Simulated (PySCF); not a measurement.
C$_{5}$H$_{6}$NOPSi (SMILES O=Cc1pcncc1[SiH3])

Input

```
{"job": {"kind": "nmr", "xc": "PBE0", "basis": "pcSseg-1"}, "charge": 0, "multiplicity": 1}
O     -1.768500     1.854618     0.143170
C     -0.617543     1.952302     0.507891
C      0.339645     0.867011     0.401180
P      1.971555     1.162581     0.975564
C      2.621050    -0.420555     0.606090
N      2.006990    -1.441452     0.069595
C      0.734621    -1.407088    -0.285749
C     -0.126758    -0.324984    -0.153283
Si    -1.940561    -0.434815    -0.714104
H     -0.238156     2.890877     0.947456
H      3.665997    -0.596384     0.846199
H      0.366061    -2.329305    -0.716875
H     -2.176523     0.433974    -1.860414
H     -2.835768    -0.377169     0.434742
H     -2.006523    -1.821621    -1.223374
```

Command:

```sh
OMP_NUM_THREADS=1 python probes_run.py task.json out
```

Geometry: GFN2-xTB.

The calculation used PBE0/pcSseg-1, SCF density, gas phase, non-relativistic in PySCF 2.14.0.

Q: What will maps of the electron density and electron localisation function show?

A: C–O (1.21 Å): ρ is about 3.3 e/Å³ halfway; the ELF peaks at about 0.85 between the atoms: a multiple bond.
C–N (1.31 Å): ρ at the midpoint is about 2.6 e/Å³; the ELF peaks at about 0.90 between the atoms; localised, covalent bonding.
C–C (1.39 Å): the density is about 2.1 e/Å³ at the midpoint; the ELF peaks at about 0.95 between the atoms; localised, covalent bonding.
C–P (1.75 Å): the density is about 1.3 e/Å³ at the midpoint; the ELF peaks at about 0.95 between the atoms: localised, covalent bonding.

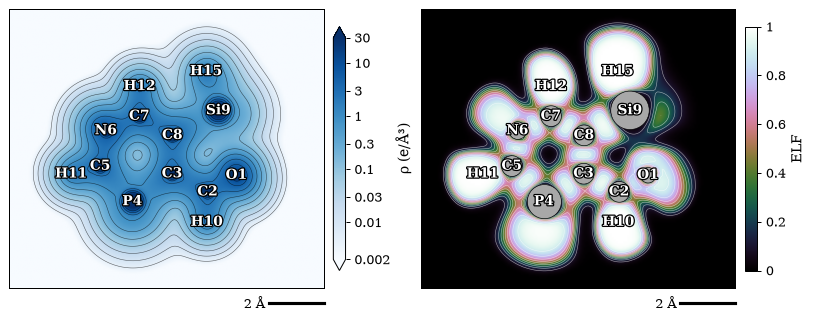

Computed electron density and electron localisation function on the plane of atoms C5, N6 and C7, in this order. Grey discs cover the atomic cores in the ELF map. 
